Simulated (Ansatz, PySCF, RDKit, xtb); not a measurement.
**Solving BSi2H6ClO, step by step, part 1 of 2**

Given the formula BSi2H6ClO and nothing else, which arrangement of the atoms is the most stable in the gas at 298.15 K, and what are its properties?

The funnel: GFN2-xTB relaxations, single points with a density functional, relaxations at B3LYP-D3(BJ)/def2-SVP, harmonic vibrations, and a last energy at a higher level. All values are calculated.

7 further runs of the same task are left out: 7 set aside as unsound or not needed.

### Step 1. Drawing up candidates

All bonding patterns within simple valence rules are listed by program: one Lewis structure each, at most two rings and one unusual centre or charged pair. O–O, O–halogen and N–halogen bonds and N–N–N chains are not drawn. That gives 22 candidates.

c028 [SiH3][SiH2]OBCl; c030 B[SiH2][Si@H](O)Cl; c047 B[SiH2]O[SiH2]Cl; c173 [SiH3]OB([SiH3])Cl; c207 B[Si@H](Cl)O[SiH3]; c239 O[Si@H]([SiH3])BCl; c309 O[Si@H](Cl)B[SiH3]; c339 O[SiH2][SiH2]BCl; c347 OB[Si@H]([SiH3])Cl; c378 B[Si@H](Cl)[SiH2]O; c381 [SiH3]O[SiH2]BCl; c464 OB[SiH2][SiH2]Cl; c504 B[Si@](O)([SiH3])Cl; c515 [SiH3]OB[SiH2]Cl; c531 OB(Cl)[SiH2][SiH3]; c536 BO[Si@H]([SiH3])Cl; c626 OB([SiH3])[SiH2]Cl; c708 B[Si@H](O)[SiH2]Cl; c723 O[SiH2]B[SiH2]Cl; c766 O[SiH2]B([SiH3])Cl; c814 BO[SiH2][SiH2]Cl; c840 [SiH3]BO[SiH2]Cl.

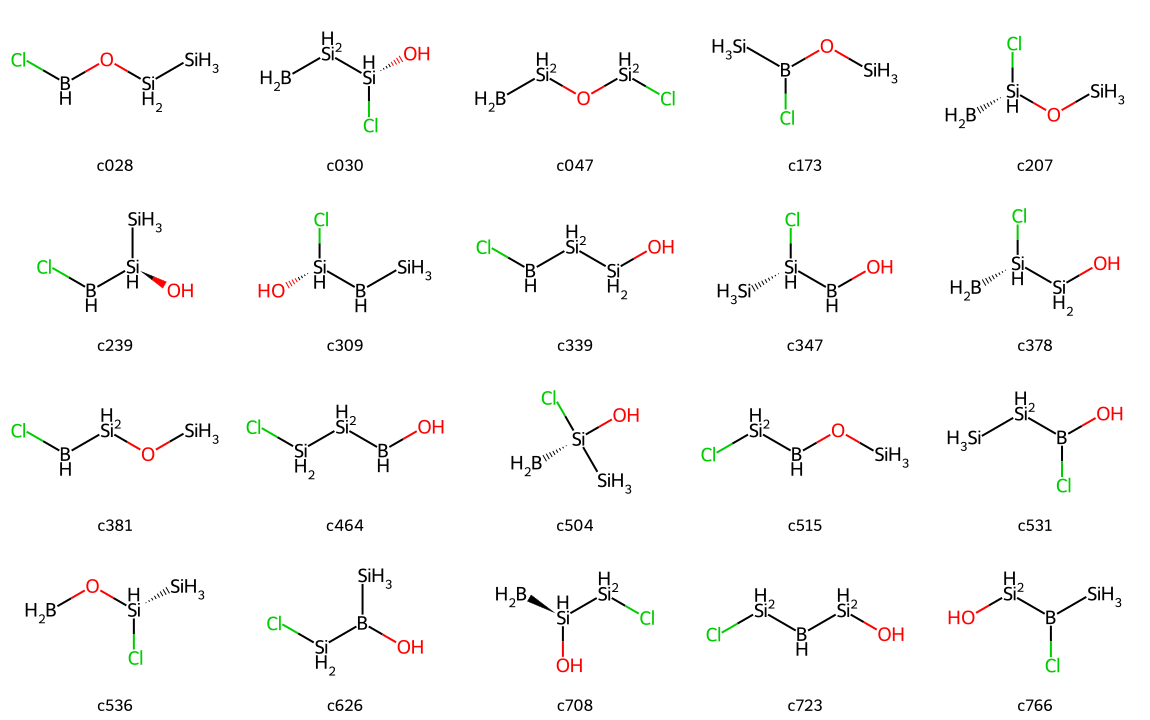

Structural formulas of the candidates (the first 20).

Candidates are built by distance geometry, with a force field where one applies, in up to four conformers (letters a to d). 7 starts with atoms placed at random are added, to find patterns that the rules miss.

### Step 2. First filter: tight binding

All 72 starts are relaxed the same way. One of them, c626b (enumerated, embedded by distance geometry and UFF), in full:

start.xyz reads:

```xyz
11
c626b
B     -1.327312     0.000122    -1.621050
Cl     0.934079    -1.048653    -3.856768
O     -2.000032    -1.233048    -1.508056
Si    -2.149233     1.686817    -1.413861
Si     0.602354    -0.090882    -2.000173
H     -2.343628    -1.461492    -2.446976
H     -3.211026     1.838941    -2.425290
H     -1.181923     2.783472    -1.580714
H     -2.768511     1.761313    -0.020272
H      1.137842     1.267564    -2.102904
H      1.320896    -0.827745    -0.971779
```

Started as:

```console
xtb start.xyz --gfn 2 --opt
```

What it wrote, cut to the lines that bear on the results:

```text
* xtb version 6.7.1
[...]
          :  # basis functions                  44          :
[...]
          :  # electrons                        30          :
[...]
          :  Hamiltonian                  GFN2-xTB          :
[...]
          :  net charge                          0          :
          :  unpaired electrons                  0          :
[...]
   *** convergence criteria satisfied after 15 iterations ***
[...]
   *** GEOMETRY OPTIMIZATION CONVERGED AFTER 33 ITERATIONS ***
[...]
   *** convergence criteria satisfied after 3 iterations ***
[...]
         ::                     SUMMARY                     ::
         :::::::::::::::::::::::::::::::::::::::::::::::::::::
         :: total energy             -16.426758047480 Eh    ::
         :: gradient norm              0.000434179924 Eh/a0 ::
         :: HOMO-LUMO gap              2.806240904492 eV    ::
         ::.................................................::
         :: SCC energy               -16.521687781034 Eh    ::
         :: -> isotropic ES            0.057704535500 Eh    ::
         :: -> anisotropic ES          0.002683522473 Eh    ::
         :: -> anisotropic XC          0.000260114944 Eh    ::
         :: -> dispersion             -0.007564093153 Eh    ::
         :: repulsion energy           0.094929733554 Eh    ::
         :: add. restraining           0.000000000000 Eh    ::
         :: total charge              -0.000000000000 e     ::
         :::::::::::::::::::::::::::::::::::::::::::::::::::::
[...]
        15        2.0000           -0.3646941              -9.9238 (HOMO)
        16                         -0.2615666              -7.1176 (LUMO)
[...]
          | TOTAL ENERGY              -16.426758047480 Eh   |
          | GRADIENT NORM               0.000434179924 Eh/α |
          | HOMO-LUMO GAP               2.806240904492 eV   |
           -------------------------------------------------
[...]
```

Run time: 0.22 s. Hardware: 2 threads of Intel Xeon Platinum 8488C (Sapphire Rapids), shared host.

### Step 3. What the search left

72 of the 72 relaxations converged; 7 ended on a minimum already found. 65 distinct structures remain, the lowest 22 here:

```
label   start        SMILES after     spin  energy (kcal/mol)
 c753  random    BO[SiH2][SiH2]Cl  singlet                0.0
c515a   drawn    [SiH3]OB[SiH2]Cl  singlet                0.6
c814b   drawn    BO[SiH2][SiH2]Cl  singlet                0.6
c515c   drawn    [SiH3]OB[SiH2]Cl  singlet                0.7
c515b   drawn    [SiH3]OB[SiH2]Cl  singlet                0.9
c814a   drawn    BO[SiH2][SiH2]Cl  singlet                1.5
c536a   drawn  BO[Si@H]([SiH3])Cl  singlet                3.7
c840a   drawn    [SiH3]BO[SiH2]Cl  singlet                4.2
c840c   drawn    [SiH3]BO[SiH2]Cl  singlet                4.5
c840b   drawn    [SiH3]BO[SiH2]Cl  singlet                4.6
c028b   drawn    [SiH3][SiH2]OBCl  singlet                5.1
c047a   drawn    B[SiH2]O[SiH2]Cl  singlet                5.2
c028a   drawn    [SiH3][SiH2]OBCl  singlet                5.3
c047b   drawn    B[SiH2]O[SiH2]Cl  singlet                5.4
c207c   drawn  B[Si@H](Cl)O[SiH3]  singlet                5.4
c028c   drawn    [SiH3][SiH2]OBCl  singlet                5.4
c047d   drawn    B[SiH2]O[SiH2]Cl  singlet                5.6
c173a   drawn  [SiH3]OB([SiH3])Cl  singlet                7.5
c381a   drawn    [SiH3]O[SiH2]BCl  singlet                9.4
c381c   drawn    [SiH3]O[SiH2]BCl  singlet                9.8
c381b   drawn    [SiH3]O[SiH2]BCl  singlet               10.7
c464a   drawn    OB[SiH2][SiH2]Cl  singlet               49.2
```

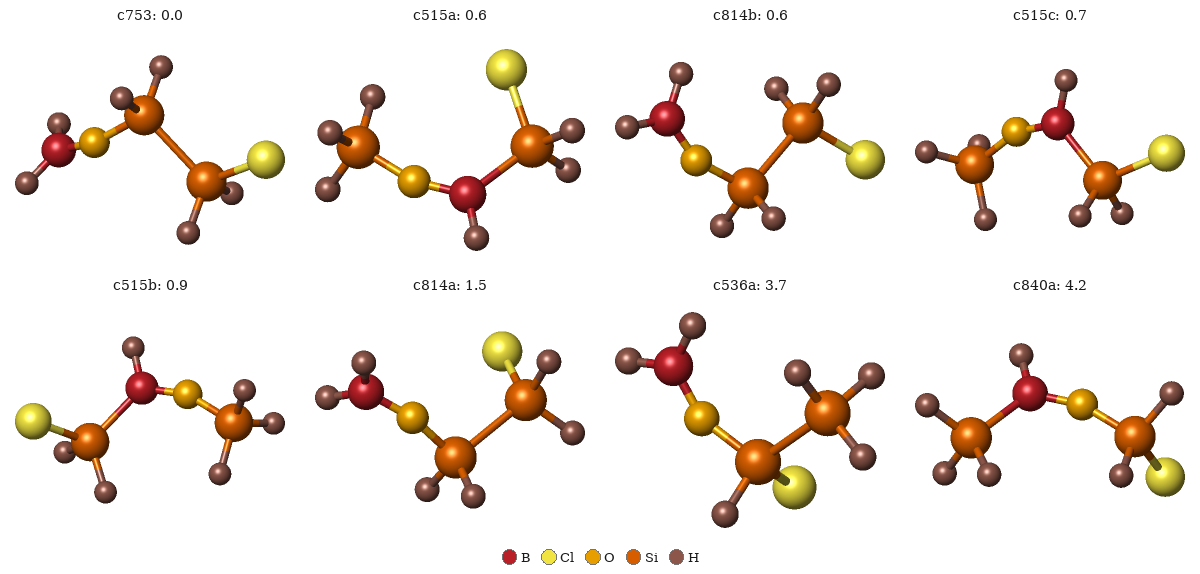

The 8 lowest minima that did not fall apart, with their GFN2-xTB energies in kcal/mol.

### Step 4. Single points on the low minima

A choice of the minima (the low ones first, few conformers of a pattern, up to a cap) and the lowest that fell apart get a single point at r2SCAN-D4/def2-SVP on the tight-binding geometry, and one at HF/STO-3G for comparison. The lowest singlets are also tried as triplets at the same geometry (label ending in t). Within 30 kcal/mol but not screened, among others: c515b, c814a, c840b, c028c, c047d, c381b. The first, c753:

input.yaml reads:

```yaml
crystal:
  periodic: [false, false, false]
  atoms:
    - {symbol: B, position_ang: [-1.792880, 2.081253, 0.184222]}
    - {symbol: Cl, position_ang: [1.862813, -2.714172, 0.143613]}
    - {symbol: O, position_ang: [-0.698301, 1.361448, 0.255658]}
    - {symbol: Si, position_ang: [0.169103, -1.621389, 0.377842]}
    - {symbol: Si, position_ang: [0.591155, 0.547978, -0.283734]}
    - {symbol: H, position_ang: [-0.862125, -2.328244, -0.396258]}
    - {symbol: H, position_ang: [-0.219202, -1.802871, 1.782806]}
    - {symbol: H, position_ang: [0.765509, 0.722743, -1.737179]}
    - {symbol: H, position_ang: [-2.243521, 2.376804, -0.865129]}
    - {symbol: H, position_ang: [-2.308701, 2.420710, 1.187083]}
    - {symbol: H, position_ang: [1.704877, 1.249260, 0.367398]}
basis:
  gaussian:
    orbitals: def2-SVP
hamiltonian:
  xc: {name: r2SCAN}
  dispersion: d4
scf:
  lower_state_search: off
output:
  orbitals: {seedname: orbitals}
```

Started as:

```console
ansatz run input.yaml --threads 2 --pin off --max-ram 4350MiB --events-out events.jsonl --progress --plain --runs-dir runs
```

What it wrote, cut to the lines that bear on the results:

```text
Warning: RAYON_NUM_THREADS=2 ignored (pool sized by the plan → 2); use --threads N
Functional definition: r2SCAN
  name "r2SCAN"
[...]
1232 factors; their error is unknown
[...]
mean field -31086.61181597 eV, -1142.4119129747 hartree, gradient 6.2e-6 eV, S^2 0.000000; 0 other end points of the search recorded, 0 dependent functions left out
reference -31086.61182769 eV, -1142.4119134055 hartree; 32, 32 occupied and 80, 80 virtual orbitals, 1232 factors
Total energy: -31086.67786933 eV, -1142.4143403907 hartree
Checks for a lower state left out: stability, starts, cluster_reference, orbital_swaps, neighbouring_geometries, increment
```

It took 2.5 s on 2 threads of Intel Xeon Platinum 8488C (Sapphire Rapids), shared host; peak memory 0.16 GiB.

Relative energies in kcal/mol, each column from its lowest structure that stays in one piece:

```csv
label,SMILES,spin,GFN2-xTB,HF/STO-3G,r2SCAN-D4/def2-SVP
c028b,[SiH3][SiH2]OBCl,singlet,5.1,0.0,0.0
c028a,[SiH3][SiH2]OBCl,singlet,5.3,1.1,1.5
c173a,[SiH3]OB([SiH3])Cl,singlet,7.5,6.5,4.5
c536a,BO[Si@H]([SiH3])Cl,singlet,3.7,3.5,5.3
c840c,[SiH3]BO[SiH2]Cl,singlet,4.5,13.5,8.6
c840a,[SiH3]BO[SiH2]Cl,singlet,4.2,14.2,9.8
c814b,BO[SiH2][SiH2]Cl,singlet,0.6,6.5,10.8
c753,BO[SiH2][SiH2]Cl,singlet,0.0,8.0,11.4
c515a,[SiH3]OB[SiH2]Cl,singlet,0.6,9.4,12.3
c515c,[SiH3]OB[SiH2]Cl,singlet,0.7,11.0,13.6
c381a,[SiH3]O[SiH2]BCl,singlet,9.4,57.9,21.9
c381c,[SiH3]O[SiH2]BCl,singlet,9.8,58.9,23.2
c207c,B[Si@H](Cl)O[SiH3],singlet,5.4,47.7,23.5
c047a,B[SiH2]O[SiH2]Cl,singlet,5.2,50.5,23.9
c047b,B[SiH2]O[SiH2]Cl,singlet,5.4,49.2,24.0
c419,[BH2]1[Si][O][SiH2][Cl]1.[H][H] ‡,singlet,56.8,107.3,71.0
c173at,[SiH3]OB([SiH3])Cl,triplet,–,–,109.3
c028bt,[SiH3][SiH2]OBCl,triplet,–,–,130.2
```

‡ marks the bonded skeleton alone, with all bonds drawn single: no Lewis structure was assigned that passes a check against the bond lengths.

Measured from c028b, GFN2-xTB misplaces c047a by 24 kcal/mol against r2SCAN-D4/def2-SVP, so minima dropped on its energies alone could hide the lowest isomer.

### Step 5. Refinement at B3LYP-D3(BJ)/def2-SVP

6 candidates are relaxed at B3LYP-D3(BJ)/def2-SVP (chosen among the lowest in one piece). The first, c028b:

input.yaml reads:

```yaml
crystal:
  periodic: [false, false, false]
  atoms:
    - {symbol: B, position_ang: [2.590379, -0.763756, -0.985331]}
    - {symbol: Cl, position_ang: [3.642078, -0.174596, 0.264832]}
    - {symbol: O, position_ang: [1.331443, -0.981746, -0.739037]}
    - {symbol: Si, position_ang: [0.899589, -0.686442, 2.520177]}
    - {symbol: Si, position_ang: [0.104339, -0.963058, 0.366028]}
    - {symbol: H, position_ang: [1.990100, -1.605955, 2.862994]}
    - {symbol: H, position_ang: [1.374826, 0.673007, 2.794100]}
    - {symbol: H, position_ang: [-0.191577, -0.952159, 3.468436]}
    - {symbol: H, position_ang: [-0.527308, -2.246855, 0.038701]}
    - {symbol: H, position_ang: [-0.724033, 0.119394, -0.178925]}
    - {symbol: H, position_ang: [3.051695, -0.960965, -2.047306]}
basis:
  gaussian:
    orbitals: def2-SVP
hamiltonian:
  xc: {name: B3LYP}
  dispersion: d3bj
scf:
  lower_state_search: off
relax:
  f_tol: 0.003
```

Started as:

```console
ansatz run input.yaml --threads 2 --pin off --max-ram 4350MiB --events-out events.jsonl --progress --plain --runs-dir runs
```

What it wrote, cut to the lines that bear on the results:

```text
Warning: RAYON_NUM_THREADS=2 ignored (pool sized by the plan → 2); use --threads N
[...]
Functional definition: B3LYP
  name "B3LYP"
[...]
1148 factors; integrals over basis functions are off by at most 4.3e-4 eV
[...]
mean field -31092.52570470 eV, -1142.6292443768 hartree, gradient 3.0e-6 eV, S^2 0.000000; 0 other end points of the search recorded, 0 dependent functions left out
[...]
Atom 7 at    -0.281478    -0.779445     3.407521 Å, force     0.000171     0.000023    -0.000187 eV/Å
Atom 8 at    -0.495505    -2.352658     0.198811 Å, force    -0.000126     0.000152     0.000039 eV/Å
Atom 9 at    -0.887577     0.027545    -0.034079 Å, force    -0.000191    -0.000231     0.000053 eV/Å
Atom 10 at     3.141536    -0.742583    -2.114376 Å, force     0.000173     0.000210     0.001015 eV/Å
Dipole moment:    -0.223904    -0.030758     0.072643 e Å
Checks for a lower state left out: stability, starts, cluster_reference, orbital_swaps, neighbouring_geometries, increment
```

It took 77 s on 2 threads of Intel Xeon Platinum 8488C (Sapphire Rapids), shared host; peak memory 0.25 GiB.

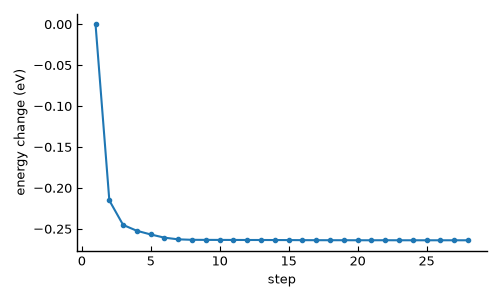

Energy along the run, all evaluated steps.

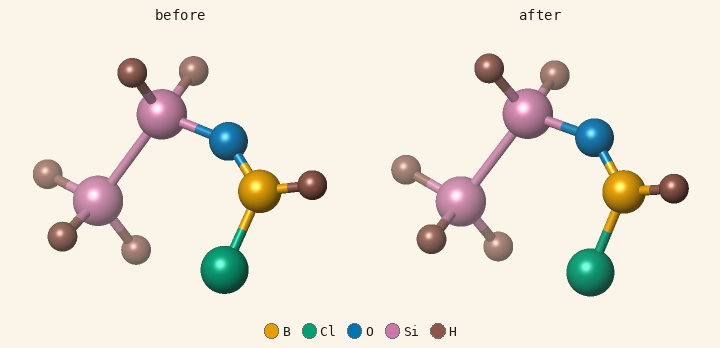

Before and after, at one scale.

After the run. Bond lengths: B1–Cl2 1.789 Å, B1–O3 1.332 Å, O3–Si5 1.699 Å, Si4–Si5 2.355 Å, Si4–H6 1.489 Å, Si4–H7 1.489 Å, Si4–H8 1.497 Å, Si5–H9 1.489 Å, Si5–H10 1.489 Å, B1–H11 1.201 Å. Some angles: Cl2–B1–O3 121.0°, B1–O3–Si5 141.2°, O3–Si5–Si4 114.5°, Cl2–B1–H11 117.5°, O3–B1–H11 121.5°, O3–Si5–H9 105.8°, O3–Si5–H10 105.9°, Si4–Si5–H9 110.7°, Si4–Si5–H10 110.7°, Si5–Si4–H6 111.4°.

### Step 6. The relaxed candidates

```csv
label,spin,r2SCAN-D4/def2-SVP (kcal/mol),"B3LYP-D3(BJ)/def2-SVP, relaxed (kcal/mol)",time,note
c028b,singlet,0.0,0.0,77 s,
c028a,singlet,1.5,0.0,3.3 min,same minimum as c028b
c536a,singlet,5.3,4.1,46 s,
c173a,singlet,4.5,4.5,80 s,
c840c,singlet,8.6,8.3,1.8 min,
c840a,singlet,9.8,8.3,3.4 min,same minimum as c840c
```

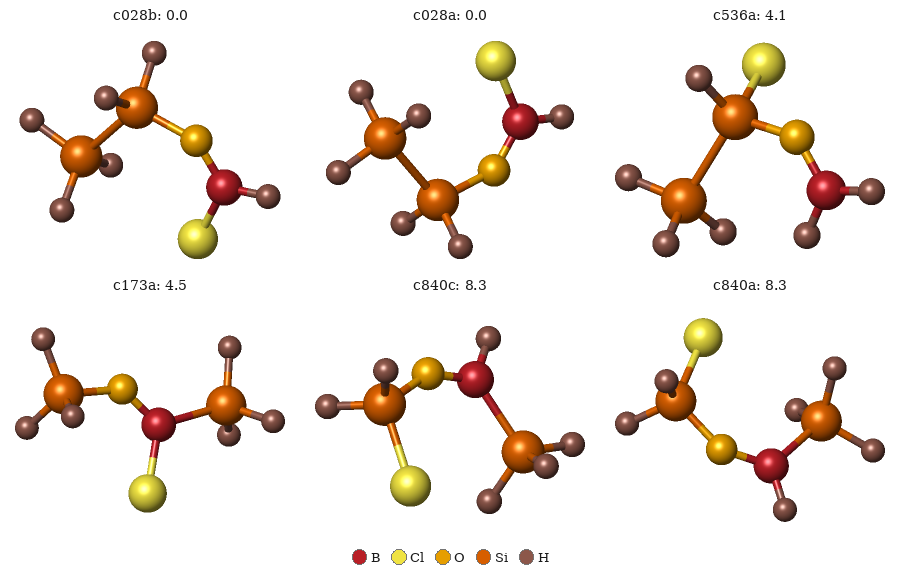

The relaxed structures, with energies at B3LYP-D3(BJ)/def2-SVP in kcal/mol.

### Step 7. Vibrations and thermal terms

The lowest few in one piece go on as finalists (c840c drops out). Harmonic vibrations at B3LYP-D3(BJ)/def2-SVP test each finalist and give the zero-point energy and the thermal terms. The first, c028b:

input.yaml reads:

```yaml
crystal:
  periodic: [false, false, false]
  atoms:
    - symbol: B
      position_ang: [2.625590, -0.717323, -1.029679]
    - symbol: Cl
      position_ang: [3.678439, -0.388373, 0.378791]
    - symbol: O
      position_ang: [1.319246, -0.925828, -0.876072]
    - symbol: Si
      position_ang: [0.916387, -0.659943, 2.518363]
    - symbol: Si
      position_ang: [0.123325, -1.004332, 0.327943]
    - symbol: H
      position_ang: [1.905563, -1.701860, 2.908136]
    - symbol: H
      position_ang: [1.496004, 0.701670, 2.679309]
    - symbol: H
      position_ang: [-0.281478, -0.779445, 3.407521]
    - symbol: H
      position_ang: [-0.495505, -2.352658, 0.198811]
    - symbol: H
      position_ang: [-0.887577, 0.027545, -0.034079]
    - symbol: H
      position_ang: [3.141536, -0.742583, -2.114376]
basis:
  gaussian:
    orbitals: def2-SVP
hamiltonian:
  xc: {name: B3LYP}
  dispersion: d3bj
scf:
  lower_state_search: "off"
phonons: {}
```

Started as:

```console
ansatz run input.yaml --threads 2 --pin off --max-ram 4350MiB --events-out events.jsonl --progress --plain --runs-dir runs
```

What it wrote, cut to the lines that bear on the results:

```text
Warning: RAYON_NUM_THREADS=2 ignored (pool sized by the plan → 2); use --threads N
[... 2 set-up lines as earlier in the session ...]
[...]
1155 factors; integrals over basis functions are off by at most 4.0e-4 eV
[...]
mean field -31092.79130612 eV, -1142.6390050489 hartree, gradient 2.9e-6 eV, S^2 0.000000; 0 other end points of the search recorded, 0 dependent functions left out
[...]
Atom 10 at     3.141536    -0.742583    -2.114376 Å, force     0.000175     0.000206     0.001006 eV/Å
Dipole moment:    -0.223902    -0.030757     0.072643 e Å
Vibrations: 17.16 97.34 170.81 178.86 202.29 359.83 404.81 431.47 538.12 613.72 680.29 760.62 779.03 835.82 845.37 897.27 935.96 949.49 954.73 1126.34 1415.57 2199.32 2233.08 2234.79 2237.47 2249.51 2661.03 cm⁻¹, zero-point energy 1.674414 eV
Checks for a lower state left out: stability, starts, cluster_reference, orbital_swaps, neighbouring_geometries, increment
```

It took 2.6 min on 2 threads of Intel Xeon Platinum 8488C (Sapphire Rapids), shared host; peak memory 0.26 GiB.

### Step 8. Thermal terms of the finalists

At 298.15 K and 1 atm, ideal gas, rigid rotor and harmonic oscillator:

| label | SMILES | spin | point group | lowest mode (cm⁻¹) | zero-point (kcal/mol) | G − E (kcal/mol) |
| --- | --- | --- | --- | --- | --- | --- |
| c028b | [SiH3][SiH2]OBCl | singlet | Cs | 17 | 38.6 | 17.0 |
| c536a | BO[Si@H]([SiH3])Cl | singlet | C1 | 62 | 38.9 | 17.2 |
| c173a | [SiH3]OB([SiH3])Cl | singlet | C1 | 55 | 37.8 | 16.2 |

Chiral structures get −RT ln 2 for their mirror image.

### Step 9. Last filter: a higher level

Each finalist gets a single point at CCSD(T)/def2-SVP + MP2/def2-TZVPP - MP2/def2-SVP.

c028b, CCSD(T)/def2-SVP:

input.yaml reads:

```yaml
crystal:
  periodic: [false, false, false]
  atoms:
    - {symbol: B, position_ang: [2.625590, -0.717323, -1.029679]}
    - {symbol: Cl, position_ang: [3.678439, -0.388373, 0.378791]}
    - {symbol: O, position_ang: [1.319246, -0.925828, -0.876072]}
    - {symbol: Si, position_ang: [0.916387, -0.659943, 2.518363]}
    - {symbol: Si, position_ang: [0.123325, -1.004332, 0.327943]}
    - {symbol: H, position_ang: [1.905563, -1.701860, 2.908136]}
    - {symbol: H, position_ang: [1.496004, 0.701670, 2.679309]}
    - {symbol: H, position_ang: [-0.281478, -0.779445, 3.407521]}
    - {symbol: H, position_ang: [-0.495505, -2.352658, 0.198811]}
    - {symbol: H, position_ang: [-0.887577, 0.027545, -0.034079]}
    - {symbol: H, position_ang: [3.141536, -0.742583, -2.114376]}
basis:
  gaussian: {orbitals: def2-SVP}
correlation: {method: ccsd_t, frozen_orbitals: {B: 1, Cl: 5, O: 1, H: 0, Si: 5}}
```

Started as:

```console
ansatz run input.yaml --threads 2 --pin off --max-ram 4350MiB --events-out events.jsonl --progress --plain --runs-dir runs
```

What it wrote, cut to the lines that bear on the results:

```text
Warning: RAYON_NUM_THREADS=2 ignored (pool sized by the plan → 2); use --threads N
Functional definition: HF
  name "HF"
[...]
1074 factors; integrals over basis functions are off by at most 1.2e-3 eV
[...]
mean field -31024.43200370 eV, -1140.1268470206 hartree, gradient 1.4e-6 eV, S^2 0.000000; 0 other end points of the search recorded, 0 dependent functions left out
17 core orbitals not correlated: weight in the atoms' cores, before any rotation towards them, 1.000 or more for the frozen orbitals, at most 0.000 for the correlated occupied ones
reference -31024.43200370 eV, -1140.1268470206 hartree; 15, 15 occupied and 80, 80 virtual orbitals, 1074 factors
second order -16.23291709 eV of doubles, -0.00000000 eV of singles
cycle   1  -17.34123471 eV  change    -1.1e0 eV  update   1.1e-1
[...]
cycle   9  -17.98075633 eV  change   -2.6e-5 eV  update   1.6e-5
perturbative correction -0.45885785 eV, -0.0168627151 hartree
Total energy: -31042.87161788 eV, -1140.8044903429 hartree
```

It took 11 s on 2 threads of Intel Xeon Platinum 8488C (Sapphire Rapids), shared host; peak memory 0.5 GiB.

### Step 10. c028b at MP2/def2-TZVPP

Changes to input.yaml since step 9:

```diff
@@ -15,3 +15,3 @@
 basis:
-  gaussian: {orbitals: def2-SVP}
-correlation: {method: ccsd_t, frozen_orbitals: {B: 1, Cl: 5, O: 1, H: 0, Si: 5}}
+  gaussian: {orbitals: def2-TZVPP}
+correlation: {method: mp2, frozen_orbitals: {B: 1, Cl: 5, O: 1, H: 0, Si: 5}}
```

Started as:

```console
ansatz run input.yaml --threads 2 --pin off --max-ram 4350MiB --events-out events.jsonl --progress --plain --runs-dir runs
```

What it wrote, cut to the lines that bear on the results:

```text
Warning: RAYON_NUM_THREADS=2 ignored (pool sized by the plan → 2); use --threads N
[... 2 set-up lines as earlier in the session ...]
[...]
1586 factors; integrals over basis functions are off by at most 1.4e-3 eV
[...]
mean field -31037.64132241 eV, -1140.6122805296 hartree, gradient 6.9e-6 eV, S^2 0.000000; 0 other end points of the search recorded, 0 dependent functions left out
17 core orbitals not correlated: weight in the atoms' cores, before any rotation towards them, 1.000 or more for the frozen orbitals, at most 0.000 for the correlated occupied ones
reference -31037.64132241 eV, -1140.6122805296 hartree; 15, 15 occupied and 240, 240 virtual orbitals, 1586 factors
second order -20.95272042 eV of doubles, -0.00000000 eV of singles
Total energy: -31058.59404283 eV, -1141.3822788029 hartree
```

Run time: 9.3 s. Hardware: 2 threads of Intel Xeon Platinum 8488C (Sapphire Rapids), shared host; peak memory 0.71 GiB.

(Continued in part 2 of 2.)
